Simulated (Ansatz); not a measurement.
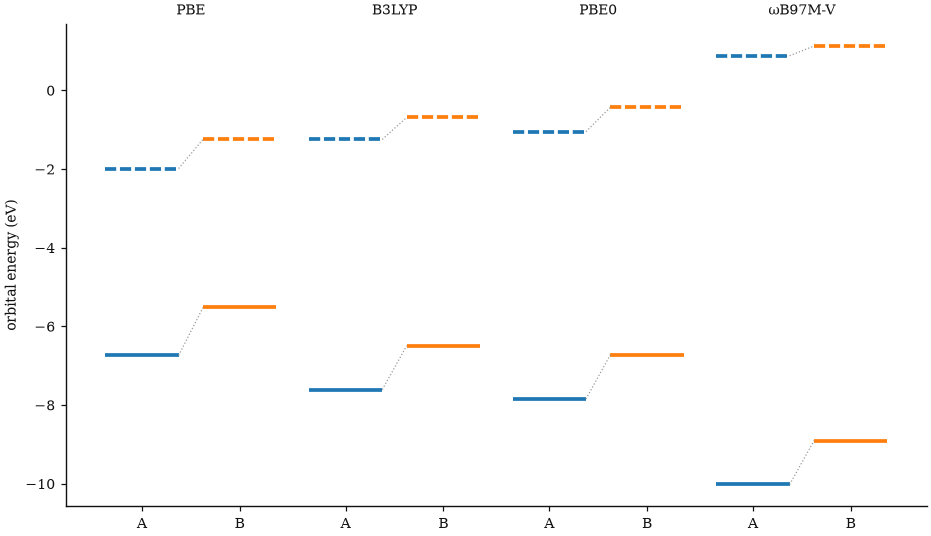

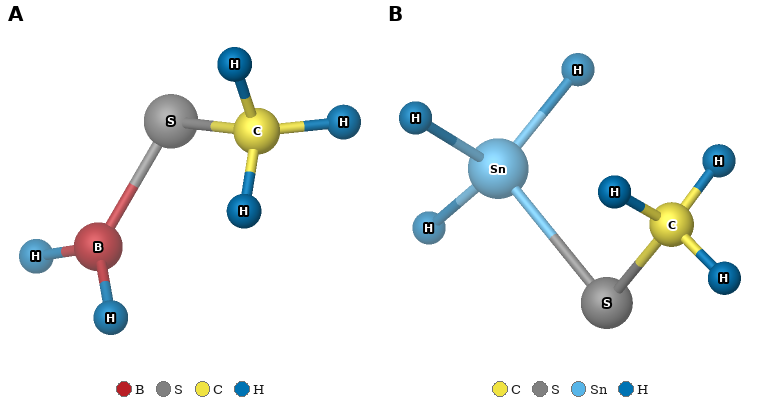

One change: A, CH₅BS (SMILES BSC), becomes B, CH₆SSn (SMILES C[S][SnH3]). BH₂ on S is replaced by SnH₃. HOMO (solid) and LUMO (dashed) computed in def2-TZVPP at PBE0-D4/def2-TZVP geometries, both minima by their frequencies, gas phase, the Ansatz code 0.2.0. Empty levels above zero depend strongly on the basis.

Q: What does the change do to HOMO and LUMO?

A: PBE: the HOMO rises by 1.22 eV, the LUMO rises by 0.74 eV, and the separation goes from 4.75 to 4.27 eV. B3LYP: the HOMO rises by 1.12 eV, the LUMO rises by 0.56 eV, and the separation goes from 6.36 to 5.80 eV. PBE0: the HOMO rises by 1.13 eV, the LUMO rises by 0.62 eV, and the separation goes from 6.80 to 6.29 eV. ωB97M-V: the HOMO rises by 1.12 eV, the LUMO rises by 0.25 eV, and the separation goes from 10.90 to 10.03 eV.

Q: Do the functionals agree on the effect?

A: They agree on the direction for both levels; the HOMO shift lies between 1.12 and 1.22 eV and the LUMO shift between 0.25 and 0.74 eV, while the separations themselves differ by up to 6.1 eV between functionals.

Caveats: core potentials past krypton; spin-orbit coupling is left out, and with Sn it can shift these values.
